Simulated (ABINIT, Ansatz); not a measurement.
**CsH (Pm-3m): a worked LO-TO splitting**

How high does the longitudinal optical mode of CsH (Pm-3m) lie, given the transverse one, the Born charge and ε∞?

Method: DFT LDA, scalar-relativistic, plane waves, PseudoDojo norm-conserving pseudopotentials, in ABINIT 10.8.3.

**1. The relaxed structure**

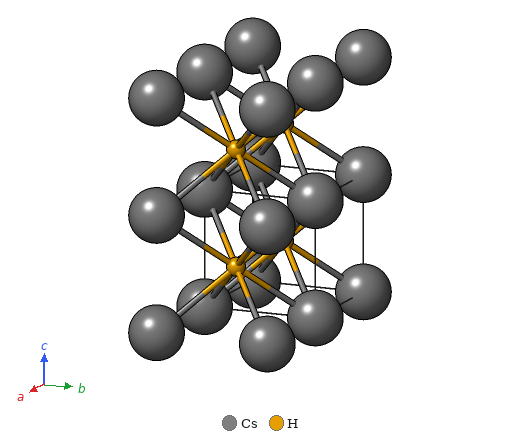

Start, viewed slightly off an axis; caesium grey, hydrogen orange. 2×1×2 cells are drawn. Some periodic images of atoms are drawn too.

Coordinates:

```xyz
2
Lattice="3.6366 0.0000 0.0000 0.0000 3.6366 0.0000 0.0000 0.0000 3.6366" Properties=species:S:1:pos:R:3 pbc="T T T"
Cs    0.0000    0.0000    0.0000
H     1.8183    1.8183    1.8183
```

This is the cell after its relaxation at this level of theory, not the database cell from which that began.

**2. What the response run gave**

A linear-response run on the relaxed cell, with the response to an electric field; only its zone-centre results are used. Cutoff 31 Ha, k mesh 6×6×6.

Numbers of over 12 decimals in the logs are rounded to 6 here.

The log of the run:

```text
[banners, grids, parts of the stress and lines that vanish by symmetry left out]
- input  file    -> dfpt_gamma.abi
- output file    -> dfpt_gamma.abo
- root for input  files -> dfpt_gammai
[...]
DATASET    1 : space group Pm -3 m (#221); Bravais cP (primitive cubic)
[...]
nfft =       46656          nkpt =         112
[...]
DATASET    2 : space group Pm -3 m (#221); Bravais cP (primitive cubic)
[...]
nfft =       46656          nkpt =         112
[...]
== DATASET  1 ==================================================================
[...]
cutoff_energies: {ecut:  31.0, pawecutdg:  -1.0, }
[...]
-  1.00000   1.00000  180309                  znucl, zion, pspdat
[...]
Perturbation : derivative vs k along direction   1
[...]
-ETOT  1  -9.500824     -9.501E+00 5.156E-02 0.000E+00
 ETOT  2  -9.506168     -5.343E-03 4.208E-04 0.000E+00
 ETOT  3  -9.506267     -9.937E-05 6.073E-06 0.000E+00
 ETOT  4  -9.506270     -3.129E-06 6.204E-07 0.000E+00
 ETOT  5  -9.506270     -1.252E-07 1.385E-08 0.000E+00
[...]
At SCF step   16   max residual=  9.99E-21 < tolwfr=  1.00E-20 =>converged.
[...]
Perturbation : derivative vs k along direction   2
[...]
-ETOT  1  -9.500897     -9.501E+00 5.156E-02 0.000E+00
[...]
At SCF step   16   max residual=  9.99E-21 < tolwfr=  1.00E-20 =>converged.
[...]
Perturbation : derivative vs k along direction   3
[...]
-ETOT  1  -9.500824     -9.501E+00 5.156E-02 0.000E+00
[...]
At SCF step   16   max residual=  9.99E-21 < tolwfr=  1.00E-20 =>converged.
[...]
1        1       1.3308134680    0.0000000000
     1        2       0.0000000000    0.0000000000
     1        3       0.0000000000    0.0000000000
     2        1       0.0000000000    0.0000000000
     2        2       1.3308134680    0.0000000000
     2        3       0.0000000000    0.0000000000
     3        1       0.0000000000    0.0000000000
     3        2       0.0000000000    0.0000000000
     3        3       1.3308134680    0.0000000000
[...]
== DATASET  2 ==================================================================
[...]
cutoff_energies: {ecut:  31.0, pawecutdg:  -1.0, }
[...]
Perturbation : displacement of atom   1   along direction   1
[...]
-ETOT  1  0.506233     -4.340E+02 2.213E+00 4.272E+01
[...]
At SCF step   10       vres2   =  6.37E-12 < tolvrs=  1.00E-10 =>converged.
[...]
Perturbation : displacement of atom   2   along direction   1
[...]
-ETOT  1  0.466414     -4.378E+01 1.224E-01 5.226E+02
[...]
At SCF step    9       vres2   =  5.54E-11 < tolvrs=  1.00E-10 =>converged.
[...]
Perturbation : homogeneous electric field along direction   1
[...]
-ETOT  1  -66.596025328508     -6.660E+01 2.140E+00 7.646E+03
[...]
ETOT 10  -70.209970256416     -3.303E-11 6.538E-12 2.921E-10
 ETOT 11  -70.209970256418     -2.203E-12 5.004E-13 2.731E-12
 At SCF step   11       vres2   =  2.73E-12 < tolvrs=  1.00E-10 =>converged.
[...]
Dielectric tensor, in cartesian coordinates,
[...]
1    4   1    4         4.2520031229        -0.0000000000
   1    4   2    4        -0.0000000000        -0.0000000000
   1    4   3    4        -0.0000000000        -0.0000000000
   2    4   1    4        -0.0000000000        -0.0000000000
   2    4   2    4         4.2520031229        -0.0000000000
   2    4   3    4        -0.0000000000        -0.0000000000
   3    4   1    4        -0.0000000000        -0.0000000000
   3    4   2    4        -0.0000000000        -0.0000000000
   3    4   3    4         4.2520031229        -0.0000000000
  Effective charges, in cartesian coordinates,
[...]
1    1   1    4         1.1715012697         0.0000000000
   2    1   1    4         0.0000000000         0.0000000000
   3    1   1    4         0.0000000000         0.0000000000
   1    2   1    4        -1.1761437388         0.0000000000
   2    2   1    4         0.0000000000         0.0000000000
[...]
Effective charges, in cartesian coordinates,
[...]
2    4   1    2         0.0000000000         0.0000000000
   3    4   1    2         0.0000000000         0.0000000000
   1    4   2    2         0.0000000000         0.0000000000
   2    4   2    2        -1.1761435251         0.0000000000
   3    4   2    2         0.0000000000         0.0000000000
   1    4   3    2         0.0000000000         0.0000000000
   2    4   3    2         0.0000000000         0.0000000000
   3    4   3    2        -1.1761435251         0.0000000000
  Phonon wavevector (reduced coordinates) :  0.00000  0.00000  0.00000
 Phonon energies in Hartree :
[...]
Phonon frequencies in cm-1    :
-  7.223039E-02  7.223101E-02  7.223284E-02  4.155181E+02  4.155181E+02
-  4.155181E+02
  Phonon at Gamma, with non-analyticity in the
[...]
Phonon energies in Hartree :
[...]
Phonon frequencies in cm-1    :
-  7.223040E-02  7.223101E-02  1.357420E-01  4.155181E+02  4.155181E+02
-  7.108941E+02
  Phonon at Gamma, with non-analyticity in the
[...]
Phonon energies in Hartree :
[...]
Phonon frequencies in cm-1    :
-  7.223039E-02  7.223284E-02  1.357411E-01  4.155181E+02  4.155181E+02
-  7.108941E+02
  Phonon at Gamma, with non-analyticity in the
[...]
Phonon energies in Hartree :
[...]
Phonon frequencies in cm-1    :
-  7.223101E-02  7.223284E-02  1.357407E-01  4.155181E+02  4.155181E+02
-  7.108941E+02
[...]
fcart2     0.0000000000E+00  0.0000000000E+00  0.0000000000E+00
           strten2     0.0000000000E+00  0.0000000000E+00  0.0000000000E+00
================================================================================
```

```
                       quantity    value
             cell volume Ω (Å³)   48.095
                 mass of Cs (u)  132.905
                  mass of H (u)    1.008
     Born charge of Cs, raw (e)    1.171
      Born charge of H, raw (e)   -1.176
                             ε∞    4.252
ω(TO) after the sum rule (cm⁻¹)    415.5
```

**3. The calculation**

The charges must sum to zero over the cell; taking off their mean, -0.002 e, leaves Z* = 1.174 e on Cs. In the polar mode Cs moves against H, so the reduced mass is μ = 132.91 × 1.01 / 133.91 = 1.000 u.

A longitudinal wave builds up a field that adds to the restoring force: ω(LO)² = ω(TO)² + 4π Z*² / (μ Ω ε∞), in Hartree atomic units. With μ = 1824 electron masses and Ω = 324.56 bohr³ the second term is 6.8797e-06 Ha², or 331391 cm⁻² (1 Ha = 219474.6 cm⁻¹).

So ω(LO) = √(172657 + 331391) = 710.0 cm⁻¹, and by the Lyddane-Sachs-Teller relation ε₀ = ε∞ (ω(LO)/ω(TO))² = 12.41.

**4. Check against the program**

The analysis program adds the same non-analytic term to the full matrix.

The log of the run:

```text
[banners, grids, parts of the stress and lines that vanish by symmetry left out]
-outvars_anaddb: echo values of input variables ----------------------

 Flags :
[...]
Dielectric Tensor and Effective Charges
[...]
Effective charge tensors after
[...]
Phonon wavevector (reduced coordinates) :  0.00000  0.00000  0.00000
 Phonon energies in Hartree :
[...]
Phonon energies in meV     :
-  0.000000E+00  0.000000E+00  0.000000E+00  5.151764E+01  5.151764E+01
-  5.151764E+01
 Phonon frequencies in cm-1    :
-  0.000000E+00  0.000000E+00  0.000000E+00  4.155178E+02  4.155178E+02
-  4.155178E+02
 Phonon frequencies in Thz     :
-  0.000000E+00  0.000000E+00  0.000000E+00  1.245691E+01  1.245691E+01
-  1.245691E+01
 Phonon energies in Kelvin  :
-  0.000000E+00  0.000000E+00  0.000000E+00  5.978374E+02  5.978374E+02
-  5.978374E+02
[...]
-  1  0.00000000E+00  0.00000000E+00  2.02398824E-03
-     0.00000000E+00  0.00000000E+00  0.00000000E+00
-  2  0.00000000E+00  0.00000000E+00  2.02398461E-03
-     0.00000000E+00  0.00000000E+00  0.00000000E+00
[...]
-  1  0.00000000E+00  2.02398824E-03  0.00000000E+00
-     0.00000000E+00  0.00000000E+00  0.00000000E+00
-  2  0.00000000E+00  2.02398461E-03  0.00000000E+00
-     0.00000000E+00  0.00000000E+00  0.00000000E+00
[...]
-  1  2.02398824E-03  0.00000000E+00  0.00000000E+00
-     0.00000000E+00  0.00000000E+00  0.00000000E+00
-  2  2.02398461E-03  0.00000000E+00  0.00000000E+00
-     0.00000000E+00  0.00000000E+00  0.00000000E+00
[...]
-  1  0.00000000E+00  0.00000000E+00  1.76259764E-04
-     0.00000000E+00  0.00000000E+00  0.00000000E+00
-  2  0.00000000E+00  0.00000000E+00 -2.32413851E-02
-     0.00000000E+00  0.00000000E+00  0.00000000E+00
[...]
-  1  0.00000000E+00  1.76259764E-04  0.00000000E+00
-     0.00000000E+00  0.00000000E+00  0.00000000E+00
-  2  0.00000000E+00 -2.32413851E-02  0.00000000E+00
-     0.00000000E+00  0.00000000E+00  0.00000000E+00
[...]
-  1  1.76259764E-04  0.00000000E+00  0.00000000E+00
-     0.00000000E+00  0.00000000E+00  0.00000000E+00
-  2 -2.32413851E-02  0.00000000E+00  0.00000000E+00
-     0.00000000E+00  0.00000000E+00  0.00000000E+00
[...]
-     1          0.000000     0.000000     0.000001     0.000001
-     2          0.000000     0.000001     0.000000     0.000001
-     3          0.000001     0.000000     0.000000     0.000001
-     4          0.000000     0.000000     1.182691     1.182691
-     5          0.000000     1.182691     0.000000     1.182691
-     6          1.182691     0.000000     0.000000     1.182691
[...]
-   1     Real    0.0000E+00  0.0000E+00  0.0000E+00  0.0000E+00  0.0000E+00  0.0000E+00  0.0000E+00
[...]
-  8.802685E+01
 Phonon frequencies in cm-1    :
-  0.000000E+00  0.000000E+00  0.000000E+00  4.155178E+02  4.155178E+02
-  7.099844E+02
 Phonon frequencies in Thz     :
-  0.000000E+00  0.000000E+00  0.000000E+00  1.245691E+01  1.245691E+01
-  2.128480E+01
 Phonon energies in Kelvin  :
-  0.000000E+00  0.000000E+00  0.000000E+00  5.978374E+02  5.978374E+02
-  1.021509E+03
[...]
-  1  0.00000000E+00  0.00000000E+00  2.02398824E-03
-     0.00000000E+00  0.00000000E+00  0.00000000E+00
-  2  0.00000000E+00  0.00000000E+00  2.02398461E-03
-     0.00000000E+00  0.00000000E+00  0.00000000E+00
[...]
Phonon at Gamma, with non-analyticity in the
[...]
Phonon energies in Hartree :
[...]
Phonon energies in meV     :
-  0.000000E+00  0.000000E+00  0.000000E+00  5.151764E+01  5.151764E+01
-  8.802685E+01
 Phonon frequencies in cm-1    :
-  0.000000E+00  0.000000E+00  0.000000E+00  4.155178E+02  4.155178E+02
-  7.099844E+02
 Phonon frequencies in Thz     :
-  0.000000E+00  0.000000E+00  0.000000E+00  1.245691E+01  1.245691E+01
-  2.128480E+01
 Phonon energies in Kelvin  :
-  0.000000E+00  0.000000E+00  0.000000E+00  5.978374E+02  5.978374E+02
-  1.021509E+03
[...]
Phonon at Gamma, with non-analyticity in the
[...]
Phonon energies in Hartree :
[...]
Phonon energies in meV     :
-  0.000000E+00  0.000000E+00  0.000000E+00  5.151764E+01  5.151764E+01
-  8.802685E+01
 Phonon frequencies in cm-1    :
-  0.000000E+00  0.000000E+00  0.000000E+00  4.155178E+02  4.155178E+02
-  7.099844E+02
 Phonon frequencies in Thz     :
-  0.000000E+00  0.000000E+00  0.000000E+00  1.245691E+01  1.245691E+01
-  2.128480E+01
 Phonon energies in Kelvin  :
-  0.000000E+00  0.000000E+00  0.000000E+00  5.978374E+02  5.978374E+02
-  1.021509E+03
[...]
-  1  7.04332091E-06 -2.02386848E-03 -2.08602872E-05
-     0.00000000E+00  0.00000000E+00  0.00000000E+00
-  2  7.04250693E-06 -2.02386565E-03 -2.08610511E-05
-     0.00000000E+00  0.00000000E+00  0.00000000E+00
[...]
-  1  2.02396937E-03  6.98960567E-06  5.24434995E-06
-     0.00000000E+00  0.00000000E+00  0.00000000E+00
-  2  2.02396654E-03  6.99039388E-06  5.24514130E-06
-     0.00000000E+00  0.00000000E+00  0.00000000E+00
[...]
-  1  2.95349665E-05  1.07214140E-04 -1.36749107E-04
-     0.00000000E+00  0.00000000E+00  0.00000000E+00
-  2 -3.89444260E-03 -1.41371183E-02  1.80315609E-02
-     0.00000000E+00  0.00000000E+00  0.00000000E+00
[...]
-  1  1.40852246E-04 -9.60041545E-05 -4.48480918E-05
-     0.00000000E+00  0.00000000E+00  0.00000000E+00
-  2 -1.85725955E-02  1.26589840E-02  5.91361155E-03
-     0.00000000E+00  0.00000000E+00  0.00000000E+00
[...]
Direction                     Dielectric constant
[...]
0.00000   0.00000   1.00000     12.41400421
   1.00000   1.00000   1.00000     12.41400421
-
```

```
    quantity  by hand  program
ω(LO) (cm⁻¹)    710.0    710.0
          ε₀    12.41    12.41
```

**5. Summary of results**

```yaml
to_mode: 415.5 cm⁻¹
lo_mode: 710.0 cm⁻¹
static_dielectric_constant: 12.41
```

**Reading.** The LO mode of CsH (Pm-3m) lies at 710 cm⁻¹, 294 cm⁻¹ above the TO mode; the formula meets the program within 0.1 cm⁻¹, as it must for a cubic crystal with one polar mode. ω(LO)² − ω(TO)² goes with Z*²/ε∞: an error of 5 % in ε∞ would move the LO mode by 11.2 cm⁻¹, and semilocal functionals tend to overestimate ε∞. These are harmonic values at zero temperature, at the volume of this functional, for the structure held cubic; stability elsewhere in the zone is no part of this calculation.

[Host names and launcher messages were left out of these logs when they were recorded.]

[Logs are printed without paths, hosts, clocks, repeated set-up lines and the standing remarks that a program may print on its own settings, such as how far it seeks lower states.]

[Hosts, paths, dates, database ids (printed as entryN), source tags and the programs' standing remarks are cut or masked in the printed files.]
